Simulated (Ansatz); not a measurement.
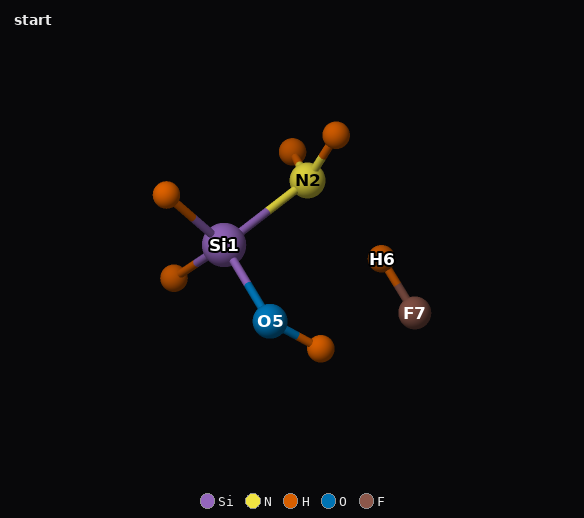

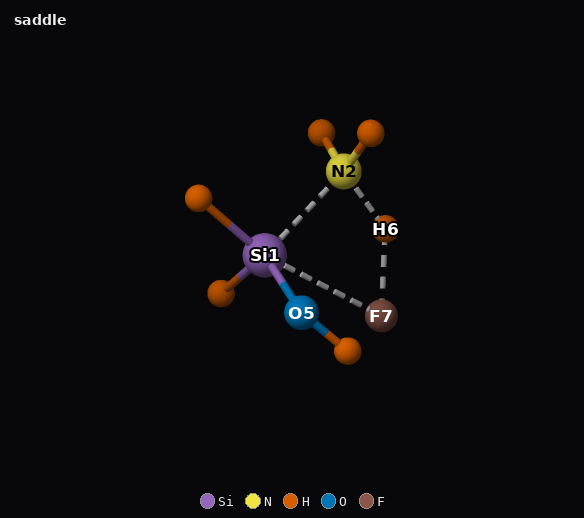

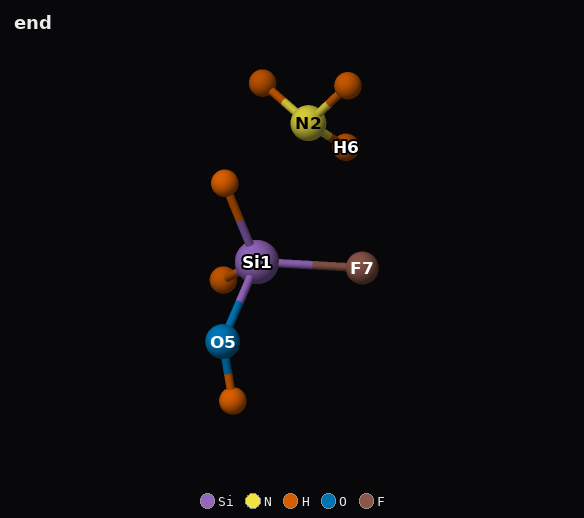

A saddle point and the two end points reached downhill from it. Broken sticks mark bonds that form or break. Charge 0, singlet. Geometries: PBE0-D4/def2-TZVP; all other levels are single points on them, and energies count from the start as drawn. Program: Ansatz 0.2.0. In CBS estimates cores are frozen, and CCSD(T) − MP2 is taken in the smaller basis.

Which bonds form and which break from start to end?

Formed: Si1–F7, N2–H6; broken: Si1–N2, H6–F7. At the saddle point Si1···F7 is 2.22 Å, N2···H6 is 1.13 Å, Si1···N2 is 1.86 Å, H6···F7 is 1.32 Å.

Give the electronic barrier and the reaction energy from start to end in kJ/mol (no zero-point energy) with CCSD(T)/CBS (MP2 limit from def2-TZVPP and def2-QZVPP plus CCSD(T) − MP2); PBE0-D4/def2-SVP; B3LYP-D4/def2-TZVPP.

```csv
level,barrier,reaction energy
CCSD(T)/CBS (MP2 limit from def2-TZVPP and def2-QZVPP plus CCSD(T) − MP2),65.8,−57.1
PBE0-D4/def2-SVP,53.4,−42.5
B3LYP-D4/def2-TZVPP,64.1,−54.6
```
